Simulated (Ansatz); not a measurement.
**CH6FNSn: how energies converge with the basis set**

Aim: see how fast density functionals converge with the basis set for CH6FNSn.

Method: one geometry, several basis sets; program: Ansatz 0.2.0, Gaussian basis.

Levels to be run: PBE0-D4/def2-SVP; ωB97M-V/def2-SVP; PBE0-D4/def2-QZVPP; ωB97M-V/def2-QZVPP; the functionals' def2-TZVPP values are taken from earlier runs.

1 further run of the same task is left out (for a known fault of the program).

## (1) Structure used throughout

All runs share one geometry, relaxed beforehand with PBE0-D4 in a triple-zeta def2 set. Sn takes the def2 core potential; no spin-orbit term is included.

SMILES `[CH3][SnH]([NH2])[F]`, 10 atoms, charge 0, spin multiplicity 1.

Atoms are counted from 1 here; the program's logs count them from 0.

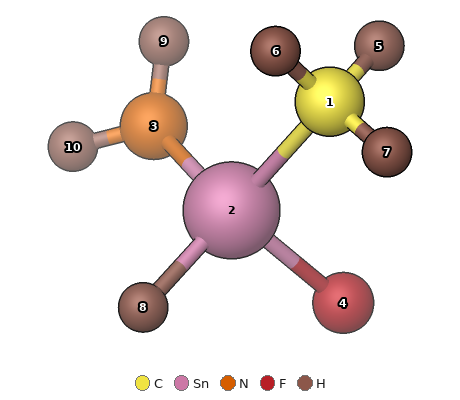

The geometry (carbon yellow, tin pink, nitrogen orange, fluorine red, hydrogen brown); atoms are numbered from 1 in the order of the file.

Coordinates:

```xyz
10
charge 0, multiplicity 1
C    -1.0233    1.1869    0.3056
Sn   -0.0126   -0.4241   -0.6328
N     1.5222   -1.0852    0.4658
F    -1.3086   -1.8554   -0.5934
H    -1.1915    0.9354    1.3529
H    -0.4324    2.1007    0.2428
H    -1.9853    1.3425   -0.1813
H     0.4133   -0.3293   -2.2803
H     1.7197   -0.6107    1.3332
H     2.3816   -1.3120   -0.0097
```

## (2) PBE0-D4 in def2-SVP

File in.yaml:

```yaml
crystal:
  periodic: [false, false, false]
  atoms:
    - {symbol: C, position_ang: [-1.023269, 1.186913, 0.305621]}
    - {symbol: Sn, position_ang: [-0.012580, -0.424079, -0.632751]}
    - {symbol: N, position_ang: [1.522154, -1.085230, 0.465770]}
    - {symbol: F, position_ang: [-1.308591, -1.855366, -0.593429]}
    - {symbol: H, position_ang: [-1.191482, 0.935387, 1.352858]}
    - {symbol: H, position_ang: [-0.432425, 2.100720, 0.242845]}
    - {symbol: H, position_ang: [-1.985321, 1.342460, -0.181289]}
    - {symbol: H, position_ang: [0.413327, -0.329323, -2.280273]}
    - {symbol: H, position_ang: [1.719677, -0.610708, 1.333160]}
    - {symbol: H, position_ang: [2.381606, -1.311974, -0.009711]}
basis:
  gaussian: {orbitals: def2-SVP}
hamiltonian: {xc: pbe0, dispersion: d4}
output: {orbitals: {seedname: orbitals}}
```

Started as:

```
$ ansatz run in.yaml --threads 4 --pin off --events-out ev --progress --plain --max-ram 10444MiB
```

Further steps of the session: ωB97M-V in def2-SVP; PBE0-D4 in def2-QZVPP; ωB97M-V in def2-QZVPP.

Q: Predict the results of all the runs planned. Wanted: PBE0-D4: double and triple zeta above quadruple; ωB97M-V: double and triple zeta above quadruple.

The runs gave:

| quantity | value |
| --- | --- |
| PBE0-D4: double and triple zeta above quadruple | 7.50, 0.40 eV |
| ωB97M-V: double and triple zeta above quadruple | 7.74, 0.39 eV |

In words: For PBE0-D4 the step from double to triple zeta gains 7.10 eV and the next only 0.40 eV. Total energies overstate the basis error of differences, where much of it tends to cancel. The LUMO of ωB97M-V is positive and keeps falling with the basis (2.22 to 1.07 eV): an unbound level that the basis holds in place.
